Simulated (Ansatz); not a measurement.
## Electronic structure of CH4F2OSi2 (SMILES O=C[Si](F)(F)[SiH3]) in real space

Input file:

```
crystal:
  periodic: [false, false, false]
  atoms:
    - { symbol: O, position_ang: [1.2918, -1.7812, -0.8843] }
    - { symbol: C, position_ang: [0.767, -0.8056, -1.5322] }
    - { symbol: Si, position_ang: [-0.2528, 0.5264, -0.689] }
    - { symbol: F, position_ang: [-1.6146, 0.5959, -1.335] }
    - { symbol: F, position_ang: [0.4823, 1.9431, -0.9557] }
    - { symbol: Si, position_ang: [-0.3555, 0.1063, 1.5769] }
    - { symbol: H, position_ang: [0.9223, -0.686, -2.6146] }
    - { symbol: H, position_ang: [-1.0006, -1.1851, 1.8615] }
    - { symbol: H, position_ang: [0.987, 0.0875, 2.277] }
    - { symbol: H, position_ang: [-1.1439, 1.1476, 2.2984] }
basis:
  gaussian: { orbitals: def2-SVP }
hamiltonian:
  xc: pbe
  dispersion: d4
relax:
  f_tol: 0.015
  max_steps: 40
output:
  orbitals: {}
```

Command:

```sh
ansatz run input.yaml --threads 2 --pin off --max-ram 3072MiB --backend cpu --events-out ev --progress --plain --runs-dir out
```

The fields are those of the run's last geometry, not of the input's.

Computed with Ansatz, RKS PBE-D4/def2-SVP.

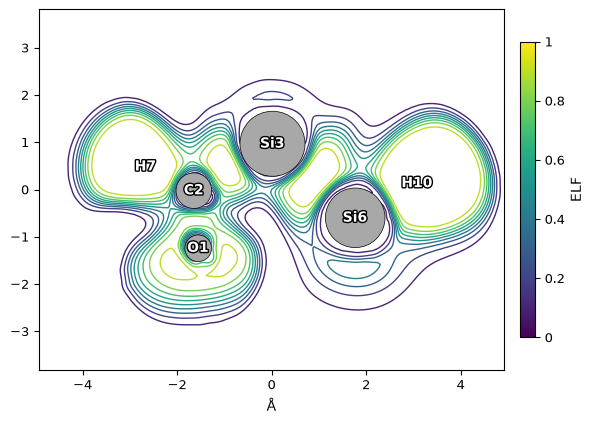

Figure 1. ELF on the plane of atoms O1, C2 and Si3. Grey discs cover the atomic cores.

Question: Interpret the plot.

Answer:
- The section cuts through O, C, Si and H sites.
- C–O (1.22 Å): the ELF peaks at about 0.85 between the atoms; a multiple bond.
- C–Si (1.94 Å): the ELF peaks at about 1 between the atoms (localised, covalent bonding).
- Si–Si (2.35 Å): the ELF peaks at about 1 between the atoms: a covalent bond.
- C–H (1.14 Å): the ELF climbs to about 1 towards the hydrogen, as it does in any bond to H; a covalent bond by its length.
- Si–H (1.50 Å): the ELF climbs to about 1 towards the hydrogen.
- The ELF also peaks beside O1, away from the bonds: lone-pair regions.

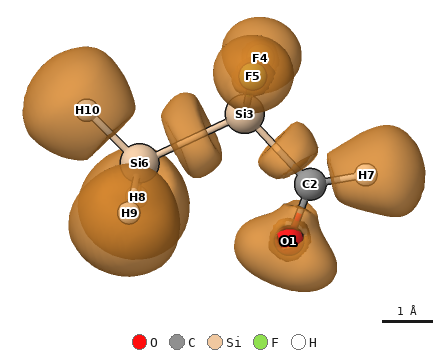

Figure 2. Isosurface of the electron localisation function at 0.75 (orange), seen across its widest extent. Only the valence region is drawn (cores and ρ < 0.01 e/Å³ removed).

Question: What do the ELF domains correspond to?

Answer: The surface consists of one region between bonded C–Si atoms (shared pairs), one region between bonded Si–Si atoms (shared pairs), four regions around hydrogen nuclei, one region on O in which the atom's valence shell and bonds are merged and two regions wrapped around F (its lone pairs, merged into a ring or cap). Profiles from the grid: Si–F (1.64 Å): the ELF peaks at about 0.85 in the valence shell of F, 0.6 Å from its nucleus, and is about 0.40 at the midpoint.

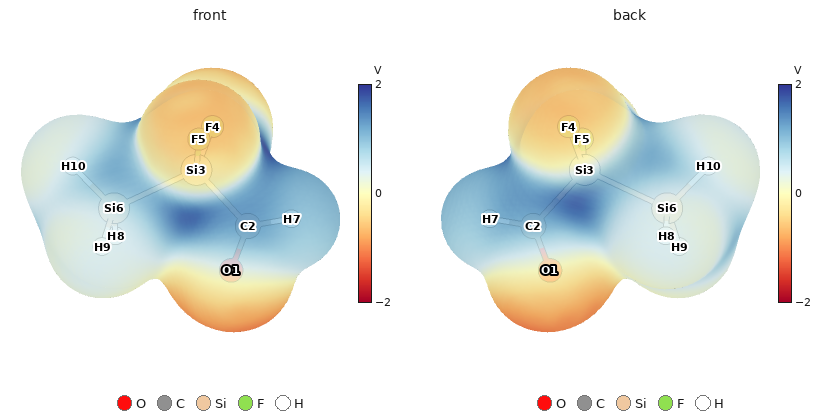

Figure 3. The molecular electrostatic potential painted on the density surface at 0.002 e/bohr³, seen from the front and from behind; red is negative and blue positive.

Question: Which sites attract a positive test charge, and which a negative one?

Answer: A positive charge is drawn to the negative regions and a negative charge to the positive ones. The most negative region (about −1.0 V, or −23 kcal/mol for a unit charge) lies over O1, the most positive (about +1.7 V, or +39 kcal/mol for a unit charge) over Si3. O1 is the likeliest acceptor of a hydrogen bond.

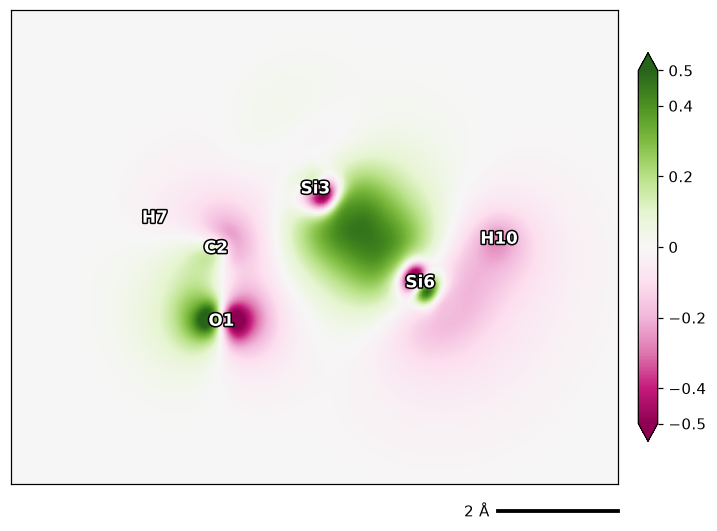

Figure 4. The HOMO−1 on the plane of atoms Si3, C2 and H7 (values in Å⁻³ᐟ²; the overall sign is arbitrary).

Question: What is the character of this orbital?

Answer: Its weight (Hirshfeld) is mainly on Si6 (about 30 %), Si3 (about 25 %), O1 (about 10 %), F4 (about 10 %) and F5 (about 10 %). Its energy is −7.90 eV.
